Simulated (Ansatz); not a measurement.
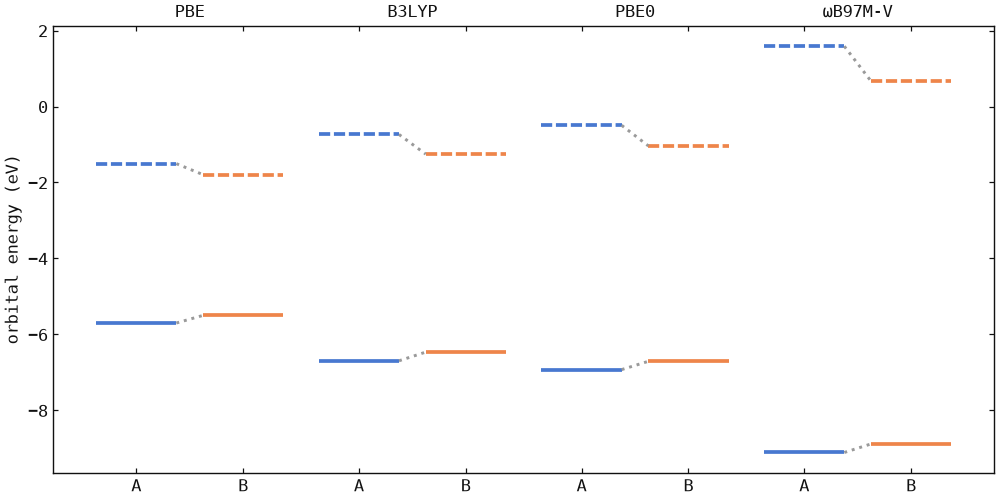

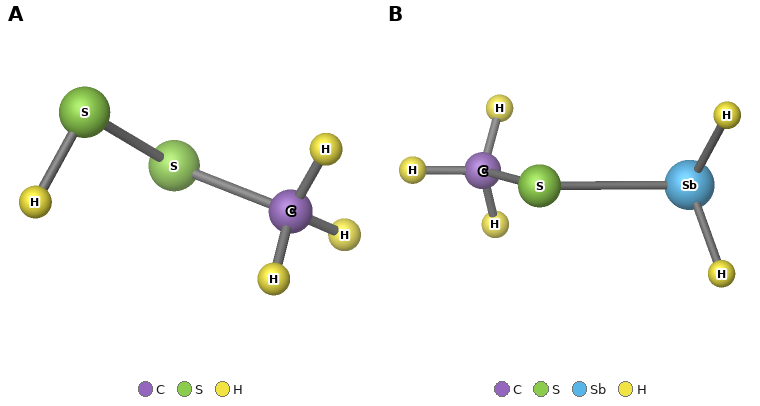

One change: A, CH₄S₂ (SMILES CSS), becomes B, CH₅SSb (SMILES C[S][SbH2]). SH on S is replaced by SbH₂. HOMO (solid) and LUMO (dashed) computed in def2-TZVPP at PBE0-D4/def2-TZVP geometries, both minima by their frequencies, gas phase, the Ansatz code. Empty levels above zero depend strongly on the basis.

What does the change do to HOMO and LUMO?

PBE: the HOMO rises by 0.20 eV, the LUMO falls by 0.29 eV, and the separation goes from 4.20 to 3.71 eV. B3LYP: the HOMO rises by 0.23 eV, the LUMO falls by 0.52 eV, and the separation goes from 5.96 to 5.21 eV. PBE0: the HOMO rises by 0.22 eV, the LUMO falls by 0.54 eV, and the separation goes from 6.43 to 5.67 eV. ωB97M-V: the HOMO rises by 0.23 eV, the LUMO falls by 0.92 eV, and the separation goes from 10.70 to 9.55 eV.

Do the functionals agree on the effect?

They agree on the direction for both levels; the HOMO shift lies between 0.20 and 0.23 eV and the LUMO shift between −0.92 and −0.29 eV, while the separations themselves differ by up to 6.5 eV between functionals.

Known limits of this run: core potentials past krypton; spin-orbit coupling is left out, and with Sb it can shift these values.
